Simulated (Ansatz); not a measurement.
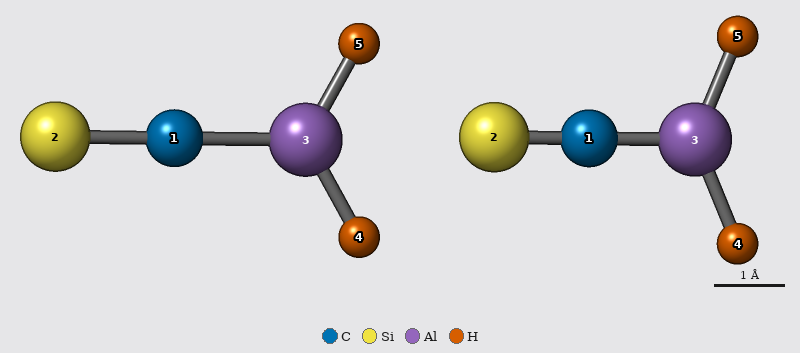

Two geometries of CH₂AlSi (multiplicity 2), drawn at one scale. One is the start of a relaxation, the other its converged end. The picture is a ball-and-stick view, seen face on.

Computed with Ansatz 0.2.0, UKS PBE-D4/def2-SVP. Set-up: force threshold 0.03 eV/Å; at most 250 steps.

### Which of the two is the end point?

The left one is the relaxed one. It is one of the separated reactants of a reaction. After 5 geometry steps the energy has fallen by 5.447 eV. The largest force component goes from 19 to 0.0034 eV/Å. The largest move after the best rigid fit is that of Si2, 0.57 Å. Largest moves by element: Si 0.57 Å, H 0.33 Å, C 0.21 Å, Al 0.15 Å. Near-neighbour distances that change, for instance: C1–Al3 1.540 → 1.909 Å, C1–Si2 1.380 → 1.731 Å, Al3–H4 1.623 → 1.602 Å. Bond angles that change, for instance: H4–Al3–H5 135.1° → 121.9°, C1–Al3–H4 112.4° → 119.1°.
